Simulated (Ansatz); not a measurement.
**Geometry relaxation, with input and output: CH$_{7}$Al**

- system: CH$_{7}$Al
- method: RKS PBE/cc-pVDZ (Ansatz 0.2.0)

It belongs to a series of runs on one base structure; here: end point B relaxed. Figures and captions count atoms from 1; the log counts them from 0 in places.

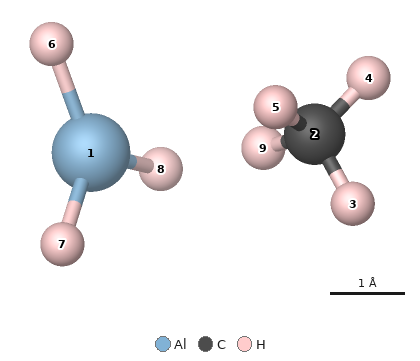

The structure as given in the input (ball-and-stick view, seen at a tilt; atoms are numbered from 1 in the order of the input). Sticks mark near contacts. Bond lengths as drawn: Al–H 1.57 to 1.61 Å and C–H 1.11 to 1.12 Å.

The input:
```yaml
crystal:
  periodic: [false, false, false]
  atoms:
    - { symbol: Al, position_ang: [-0.056868, -0.468155, -0.538869] }
    - { symbol: C, position_ang: [-0.04036, -0.254604, 2.619064] }
    - { symbol: H, position_ang: [-1.029488, -0.261338, 3.113859] }
    - { symbol: H, position_ang: [0.739578, -0.608593, 3.320349] }
    - { symbol: H, position_ang: [0.20331, 0.779713, 2.302642] }
    - { symbol: H, position_ang: [1.367754, 0.179225, -0.902489] }
    - { symbol: H, position_ang: [-1.419623, 0.342523, -0.811853] }
    - { symbol: H, position_ang: [-0.121952, -1.891013, 0.128114] }
    - { symbol: H, position_ang: [-0.070551, -0.961458, 1.754883] }
basis:
  gaussian: { orbitals: cc-pVDZ }
hamiltonian:
  xc: pbe
relax:
  f_tol: 0.03
  max_steps: 50
output:
  orbitals: {}
```

Launch command:
```bash
ansatz run input.yaml --threads 1 --pin off --max-ram 2048MiB --backend cpu --events-out ev --progress --plain --runs-dir out
```

The program's output:
```
The last accepted step is kept in [file] (removed where the run ends without a failure and the disk answers)
Engine: ansatz 0.2.0, aarch64-unknown-linux-gnu
Functional definition: PBE
  parameter kappa = 0.804
  parameter beta = 0.06672455060314922
  exchange = pbe_x(kappa = kappa, mu = beta*pi^2/3)
  correlation = pbe_c(beta = beta)
839 factors; their error is unknown
mean field evaluation 1: about -7735.1040 eV, gradient 4.8e1 eV
mean field evaluation 2: about -7728.8398 eV, gradient 6.4e1 eV
mean field evaluation 4: about -7741.1254 eV, gradient 8.1e-1 eV
mean field evaluation 8: about -7741.0963 eV, gradient 9.0e-2 eV
mean field -7741.09633225 eV, -284.4800431065 hartree, gradient 2.3e-5 eV, S^2 0.000000; 0 other end points of the search recorded, 0 dependent functions left out
the calculation of the forces begins
reference -7741.09637637 eV, -284.4800447279 hartree; 13, 13 occupied and 54, 54 virtual orbitals, 839 factors
relax step   1: F+E_penalty+E_count = -7741.09633225 eV  Δ(F+E_penalty+E_count) = +0.000e0 eV  max|allowed force component| = 5.617e-1 eV/Å  Δτ_max = 0.0000 Å  (22 SCF iters, accepted)
these checks for a lower state are left out or cut short: starts, cluster_reference, orbital_swaps, neighbouring_geometries, increment
839 factors; their error is unknown
mean field evaluation 16: about -7741.1743 eV, gradient 1.9e0 eV
mean field -7741.16644289 eV, -284.4826196252 hartree, gradient 9.0e-6 eV, S^2 0.000000; 0 other end points of the search recorded, 0 dependent functions left out
the calculation of the forces begins
reference -7741.16648754 eV, -284.4826212662 hartree; 13, 13 occupied and 54, 54 virtual orbitals, 839 factors
relax step   2: F+E_penalty+E_count = -7741.16644289 eV  Δ(F+E_penalty+E_count) = -7.011e-2 eV  max|allowed force component| = 1.464e-1 eV/Å  Δτ_max = 0.1948 Å  (25 SCF iters, accepted)
these checks for a lower state are left out or cut short: starts, cluster_reference, orbital_swaps, neighbouring_geometries, increment
839 factors; their error is unknown
mean field -7741.18908620 eV, -284.4834517514 hartree, gradient 9.0e-6 eV, S^2 0.000000; 0 other end points of the search recorded, 0 dependent functions left out
the calculation of the forces begins
reference -7741.18913115 eV, -284.4834534034 hartree; 13, 13 occupied and 54, 54 virtual orbitals, 839 factors
relax step   3: F+E_penalty+E_count = -7741.18908620 eV  Δ(F+E_penalty+E_count) = -2.264e-2 eV  max|allowed force component| = 3.077e-1 eV/Å  Δτ_max = 0.1204 Å  (25 SCF iters, accepted)
these checks for a lower state are left out or cut short: starts, cluster_reference, orbital_swaps, neighbouring_geometries, increment
839 factors; their error is unknown
mean field evaluation 32: about -7741.2149 eV, gradient 9.1e-2 eV
mean field -7741.21492070 eV, -284.4844011519 hartree, gradient 8.2e-6 eV, S^2 0.000000; 0 other end points of the search recorded, 0 dependent functions left out
the calculation of the forces begins
reference -7741.21496569 eV, -284.4844028053 hartree; 13, 13 occupied and 54, 54 virtual orbitals, 839 factors
relax step   4: F+E_penalty+E_count = -7741.21492070 eV  Δ(F+E_penalty+E_count) = -2.583e-2 eV  max|allowed force component| = 1.900e-1 eV/Å  Δτ_max = 0.1178 Å  (25 SCF iters, accepted)
these checks for a lower state are left out or cut short: starts, cluster_reference, orbital_swaps, neighbouring_geometries, increment
839 factors; their error is unknown
mean field -7741.24465524 eV, -284.4854938760 hartree, gradient 1.4e-5 eV, S^2 0.000000; 0 other end points of the search recorded, 0 dependent functions left out
the calculation of the forces begins
reference -7741.24469984 eV, -284.4854955152 hartree; 13, 13 occupied and 54, 54 virtual orbitals, 839 factors
relax step   5: F+E_penalty+E_count = -7741.24465524 eV  Δ(F+E_penalty+E_count) = -2.973e-2 eV  max|allowed force component| = 1.862e-1 eV/Å  Δτ_max = 0.1930 Å  (24 SCF iters, accepted)
these checks for a lower state are left out or cut short: starts, cluster_reference, orbital_swaps, neighbouring_geometries, increment
839 factors; their error is unknown
mean field -7741.25354180 eV, -284.4858204510 hartree, gradient 2.6e-5 eV, S^2 0.000000; 0 other end points of the search recorded, 0 dependent functions left out
the calculation of the forces begins
reference -7741.25358601 eV, -284.4858220756 hartree; 13, 13 occupied and 54, 54 virtual orbitals, 839 factors
relax step   6: F+E_penalty+E_count = -7741.25354180 eV  Δ(F+E_penalty+E_count) = -8.887e-3 eV  max|allowed force component| = 6.809e-2 eV/Å  Δτ_max = 0.1192 Å  (23 SCF iters, accepted)
these checks for a lower state are left out or cut short: starts, cluster_reference, orbital_swaps, neighbouring_geometries, increment
839 factors; their error is unknown
mean field -7741.25515769 eV, -284.4858798338 hartree, gradient 7.9e-6 eV, S^2 0.000000; 0 other end points of the search recorded, 0 dependent functions left out
the calculation of the forces begins
reference -7741.25520192 eV, -284.4858814594 hartree; 13, 13 occupied and 54, 54 virtual orbitals, 839 factors
relax step   7: F+E_penalty+E_count = -7741.25515769 eV  Δ(F+E_penalty+E_count) = -1.616e-3 eV  max|allowed force component| = 1.623e-2 eV/Å  Δτ_max = 0.0295 Å  (25 SCF iters, accepted)
these checks for a lower state are left out or cut short: starts, cluster_reference, orbital_swaps, neighbouring_geometries, increment
839 factors; their error is unknown
mean field evaluation 64: about -7741.2549 eV, gradient 7.7e-6 eV
mean field -7741.25494359 eV, -284.4858719660 hartree, gradient 7.7e-6 eV, S^2 0.000000; 0 other end points of the search recorded, 0 dependent functions left out
the calculation of the forces begins
reference -7741.25498762 eV, -284.4858735838 hartree; 13, 13 occupied and 54, 54 virtual orbitals, 839 factors
relax step   8: F+E_penalty+E_count = -7741.25494359 eV  Δ(F+E_penalty+E_count) = +2.141e-4 eV  max|allowed force component| = 3.035e-2 eV/Å  Δτ_max = 0.0461 Å  (24 SCF iters, rejected (line search))
these checks for a lower state are left out or cut short: starts, cluster_reference, orbital_swaps, neighbouring_geometries, increment
839 factors; their error is unknown
mean field -7741.25544530 eV, -284.4858904032 hartree, gradient 1.1e-5 eV, S^2 0.000000; 0 other end points of the search recorded, 0 dependent functions left out
the calculation of the forces begins
reference -7741.25548945 eV, -284.4858920259 hartree; 13, 13 occupied and 54, 54 virtual orbitals, 839 factors
relax step   9: F+E_penalty+E_count = -7741.25544530 eV  Δ(F+E_penalty+E_count) = -2.876e-4 eV  max|allowed force component| = 5.241e-3 eV/Å  Δτ_max = 0.0223 Å  (20 SCF iters, accepted)
```

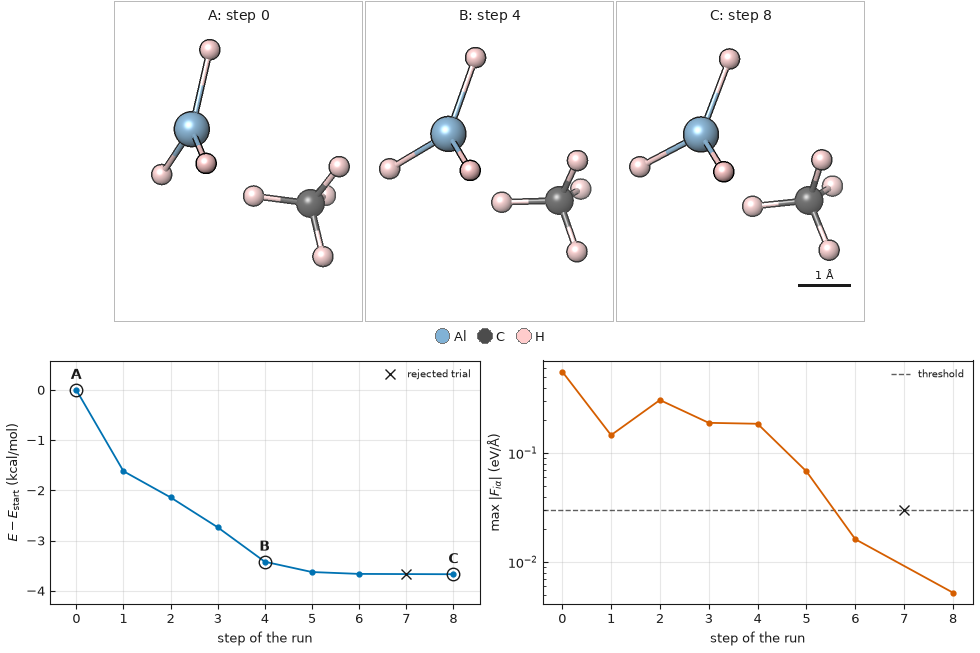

Frames of the relaxation (ball-and-stick view, seen at a tilt) above the curves, on which the letters mark them (the first geometry is step 0 here and step 1 in the log).

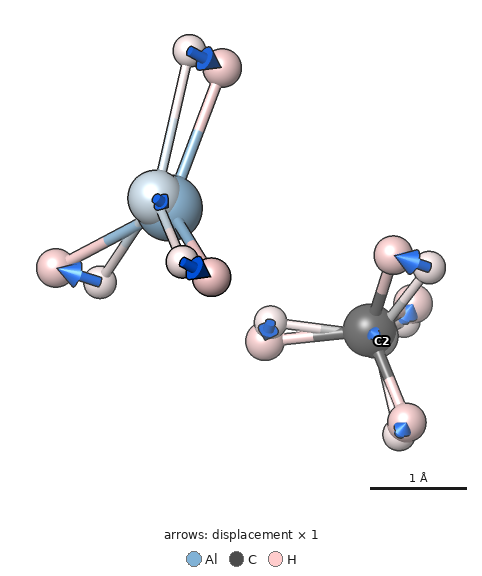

Start (faint) and end (solid) with the displacements as blue arrows, at true length (ball-and-stick view, seen at a tilt). The two geometries are laid on each other by the best rigid fit. Over 8 geometry steps the energy falls by 3.67 kcal/mol. The largest force component goes from 0.56 to 0.0052 eV/Å. The line search rejected the trial step at point 7 (counted from 0) and went back. The atom that moves furthest after the best rigid fit is H8 (0.51 Å). By element the largest moves are H 0.51 Å, Al 0.22 Å, C 0.12 Å. Among the contacts that change: Al1–H8 1.573 → 1.610 Å. (Atoms are counted from 1 in the order of the input.)

```
839 factors; their error is unknown
mean field -7741.25544530 eV, -284.4858904032 hartree, gradient 1.6e-5 eV, S^2 0.000000; 1 other end points of the search recorded, 0 dependent functions left out
the calculation of the forces begins
reference -7741.25548945 eV, -284.4858920259 hartree; 13, 13 occupied and 54, 54 virtual orbitals, 839 factors
Total energy: -7741.25548945 eV, -284.4858920259 hartree
Atom 0 at    -0.047852    -0.482089    -0.320908 Å, force     0.000358    -0.003518    -0.002151 eV/Å
Atom 1 at    -0.048213    -0.232864     2.498758 Å, force    -0.004105    -0.005241    -0.003578 eV/Å
Atom 2 at    -1.001412    -0.078692     3.035356 Å, force     0.002344     0.001197     0.001261 eV/Å
Atom 3 at     0.790939    -0.370760     3.204687 Å, force    -0.000448     0.000351     0.000533 eV/Å
Atom 4 at     0.162464     0.663402     1.879980 Å, force     0.001318     0.001691    -0.000440 eV/Å
Atom 5 at     1.383847     0.234944    -0.462531 Å, force    -0.001322     0.001923     0.001081 eV/Å
Atom 6 at    -1.398798     0.383259    -0.413636 Å, force     0.001189     0.000606     0.000636 eV/Å
Atom 7 at    -0.132010    -2.089616    -0.339248 Å, force    -0.000196     0.001381     0.001351 eV/Å
Atom 8 at    -0.137165    -1.171285     1.903243 Å, force     0.000863     0.001610     0.001306 eV/Å
Dipole moment:     0.001521     0.032413     0.332699 e Å
```

Trajectory as extended XYZ (Å, eV, eV/Å), 9 frames, from step=1 to step=9:
```
9
Properties=species:S:1:pos:R:3:forces:R:3 step=1 energy=-7741.09633
Al   -0.0569   -0.4682   -0.5389   -0.0070   0.4110   0.0045
C    -0.0404   -0.2546    2.6191    0.0173   0.0828   0.0180
H    -1.0295   -0.2613    3.1139    0.0064   0.0064  -0.0089
H     0.7396   -0.6086    3.3203   -0.0141   0.0135  -0.0280
H     0.2033    0.7797    2.3026   -0.0078  -0.0290  -0.0121
H     1.3678    0.1792   -0.9025   -0.0051  -0.0075  -0.0131
H    -1.4196    0.3425   -0.8119    0.0302  -0.0222  -0.0133
H    -0.1220   -1.8910    0.1281   -0.0264  -0.5617  -0.2020
H    -0.0706   -0.9615    1.7549    0.0064   0.1067   0.2549
9
Properties=species:S:1:pos:R:3:forces:R:3 step=2 energy=-7741.16644
Al   -0.0568   -0.4675   -0.5416   -0.0107  -0.0574  -0.0081
C    -0.0396   -0.2330    2.6569    0.0098   0.0574  -0.0235
H    -1.0293   -0.2383    3.1491    0.0105   0.0255   0.0146
H     0.7433   -0.5830    3.3551   -0.0066   0.0330   0.0112
H     0.2033    0.7934    2.3179   -0.0081  -0.0202  -0.0006
H     1.3656    0.1847   -0.9062    0.0017   0.0168   0.0624
H    -1.4151    0.3462   -0.8173    0.0102   0.0088   0.0601
H    -0.1279   -1.9920   -0.0383   -0.0052  -0.0564  -0.1464
H    -0.0717   -0.9542    1.8102   -0.0017  -0.0075   0.0302
9
Properties=species:S:1:pos:R:3:forces:R:3 step=3 energy=-7741.18909
Al   -0.0553   -0.4702   -0.5191   -0.0107  -0.3077   0.0190
C    -0.0408   -0.2247    2.6492    0.0128   0.0284  -0.0623
H    -1.0251   -0.2065    3.1519    0.0140   0.0403   0.0058
H     0.7502   -0.5409    3.3547   -0.0039   0.0509   0.0039
H     0.1984    0.7826    2.2519   -0.0152  -0.0451   0.0229
H     1.3678    0.2019   -0.8460   -0.0011   0.0079   0.0811
H    -1.4094    0.3606   -0.7597    0.0009   0.0051   0.0757
H    -0.1313   -2.0551   -0.1407    0.0083   0.2382  -0.1371
H    -0.0827   -0.9913    1.8436   -0.0051  -0.0180  -0.0091
9
Properties=species:S:1:pos:R:3:forces:R:3 step=4 energy=-7741.21492
Al   -0.0550   -0.4839   -0.4608   -0.0058  -0.1900   0.0366
C    -0.0414   -0.2200    2.5989    0.0022   0.0328   0.0220
H    -1.0185   -0.1809    3.1139   -0.0031   0.0194  -0.0216
H     0.7563   -0.5051    3.3099    0.0099   0.0183  -0.0211
H     0.1924    0.7731    2.1697   -0.0026   0.0063  -0.0287
H     1.3685    0.2087   -0.7285    0.0213   0.0055   0.0548
H    -1.4041    0.3643   -0.6523   -0.0213   0.0055   0.0507
H    -0.1349   -2.0815   -0.1896    0.0044   0.1433  -0.0975
H    -0.0916   -1.0185    1.8245   -0.0050  -0.0412   0.0047
9
Properties=species:S:1:pos:R:3:forces:R:3 step=5 energy=-7741.24466
Al   -0.0532   -0.4908   -0.3569    0.0046  -0.1399   0.0090
C    -0.0428   -0.2186    2.5209    0.0376  -0.0061  -0.0424
H    -1.0084   -0.1247    3.0544    0.0251   0.0053  -0.0983
H     0.7699   -0.4257    3.2470   -0.0386   0.0160  -0.1406
H     0.1816    0.7352    1.9906   -0.0432  -0.1862   0.0736
H     1.3773    0.2243   -0.5363   -0.0189  -0.0222   0.0249
H    -1.4026    0.3747   -0.4785    0.0056  -0.0143   0.0222
H    -0.1402   -2.1123   -0.2895    0.0112   0.1775  -0.0336
H    -0.1098   -1.1057    1.8340    0.0168   0.1700   0.1853
9
Properties=species:S:1:pos:R:3:forces:R:3 step=6 energy=-7741.25354
Al   -0.0486   -0.4917   -0.3567    0.0008  -0.0135   0.0681
C    -0.0472   -0.2243    2.5181   -0.0083  -0.0288  -0.0321
H    -1.0012   -0.0811    3.0555   -0.0156   0.0113   0.0000
H     0.7900   -0.3589    3.2264    0.0199   0.0116  -0.0009
H     0.1547    0.6697    1.8946    0.0081   0.0168   0.0140
H     1.3856    0.2216   -0.4661    0.0160   0.0137  -0.0187
H    -1.3954    0.3796   -0.4156   -0.0157   0.0132  -0.0203
H    -0.1380   -2.0982   -0.3900   -0.0015  -0.0014   0.0028
H    -0.1280   -1.1604    1.9194   -0.0037  -0.0230  -0.0129
9
Properties=species:S:1:pos:R:3:forces:R:3 step=7 energy=-7741.25516
Al   -0.0471   -0.4873   -0.3299   -0.0043   0.0033  -0.0065
C    -0.0482   -0.2294    2.5072   -0.0028  -0.0080  -0.0162
H    -1.0025   -0.0805    3.0432    0.0013   0.0022   0.0045
H     0.7909   -0.3666    3.2133   -0.0009   0.0004   0.0023
H     0.1591    0.6679    1.8893    0.0027   0.0061  -0.0033
H     1.3840    0.2306   -0.4694    0.0042  -0.0007   0.0066
H    -1.3956    0.3822   -0.4159   -0.0033  -0.0001   0.0034
H    -0.1350   -2.0946   -0.3608    0.0021   0.0045   0.0138
H    -0.1339   -1.1660    1.9088    0.0011  -0.0077  -0.0045
9
Properties=species:S:1:pos:R:3:forces:R:3 step=8 energy=-7741.25494 accepted=F
Al   -0.0484   -0.4782   -0.3133    0.0027  -0.0254   0.0263
C    -0.0480   -0.2357    2.4878   -0.0086  -0.0117   0.0070
H    -1.0020   -0.0797    3.0230    0.0103   0.0014   0.0005
H     0.7908   -0.3730    3.1947   -0.0077   0.0009  -0.0041
H     0.1644    0.6605    1.8689    0.0001  -0.0053   0.0057
H     1.3842    0.2395   -0.4511   -0.0107  -0.0044  -0.0144
H    -1.4004    0.3872   -0.4032    0.0086  -0.0070  -0.0134
H    -0.1314   -2.0884   -0.3152    0.0002   0.0303  -0.0220
H    -0.1375   -1.1759    1.8940    0.0052   0.0211   0.0144
9
Properties=species:S:1:pos:R:3:forces:R:3 step=9 energy=-7741.25544
Al   -0.0479   -0.4821   -0.3209    0.0004  -0.0035  -0.0022
C    -0.0482   -0.2329    2.4988   -0.0041  -0.0052  -0.0036
H    -1.0014   -0.0787    3.0354    0.0023   0.0012   0.0013
H     0.7909   -0.3708    3.2047   -0.0004   0.0004   0.0005
H     0.1625    0.6634    1.8800    0.0013   0.0017  -0.0004
H     1.3838    0.2349   -0.4625   -0.0013   0.0019   0.0011
H    -1.3988    0.3833   -0.4136    0.0012   0.0006   0.0006
H    -0.1320   -2.0896   -0.3392   -0.0002   0.0014   0.0014
H    -0.1372   -1.1713    1.9032    0.0009   0.0016   0.0013
```

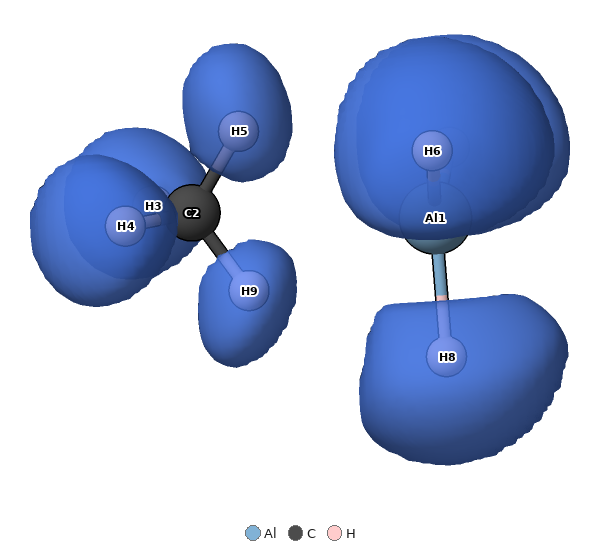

Isosurface of the ELF at 0.9 (blue), seen at a tilt. Core shells and regions of very low density are left out. Along the contacts the grid gives the following. C2···Al1 (2.83 Å): the ELF is only about 0.15 between them.

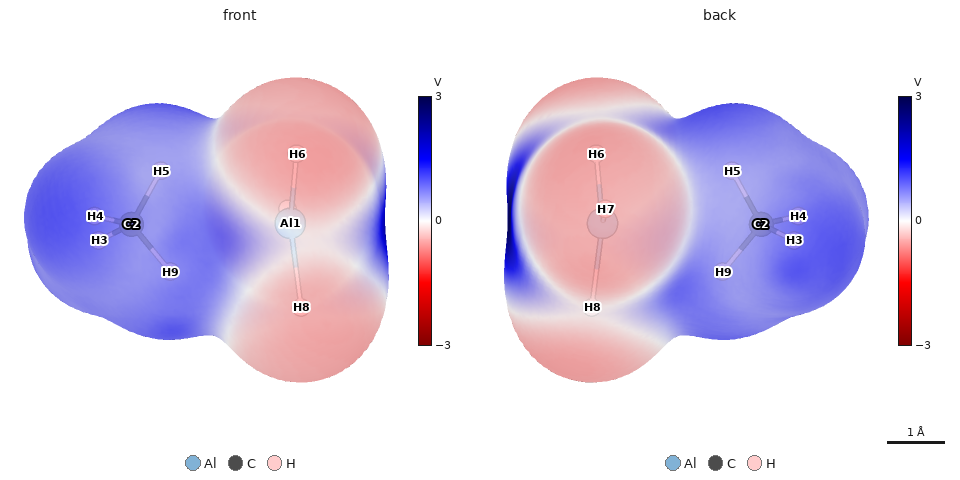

The molecular electrostatic potential painted on the density surface at 0.002 e/bohr³, seen face on and from behind; red is negative and blue positive.

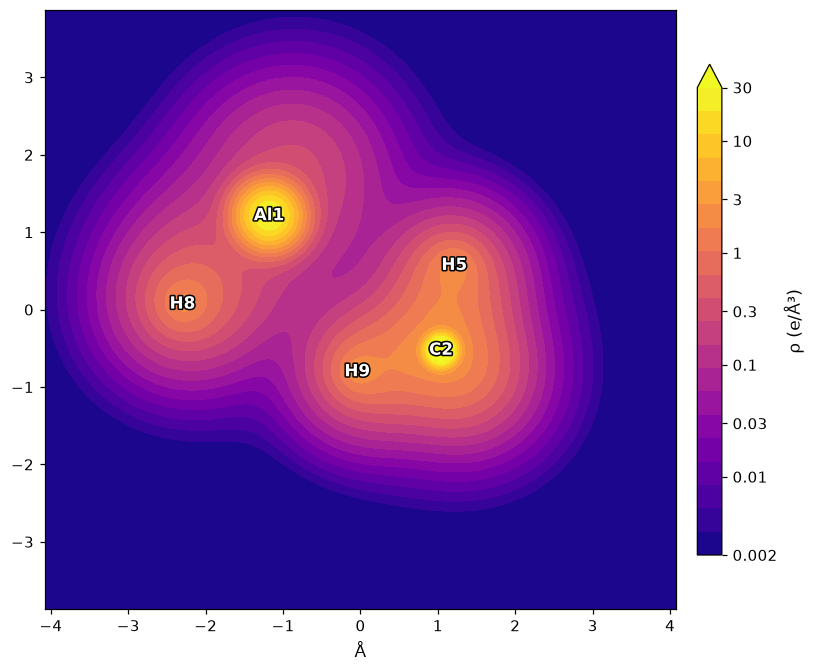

Total electron density on the plane of atoms H5, C2 and H9. The section cuts through Al, C and H sites. C2···Al1 (2.83 Å): ρ at the midpoint is about 0.12 e/Å³, with its minimum of 0.09 e/Å³ about 1.7 Å from C. C–H (1.11 Å): ρ at the midpoint is about 1.8 e/Å³.

Results in brief:

| quantity | value |
| --- | --- |
| outcome | converged |
| total energy | −7741.2555 eV |
| mean-field energy | −7741.2555 eV |
| largest force (length of the vector) at the end | 0.008 eV/Å |
| hardware | 1 thread of Arm Neoverse V1, 24 GiB of memory available, shared host |
| wall time | 15 s |
| peak memory | 0.12 GiB |
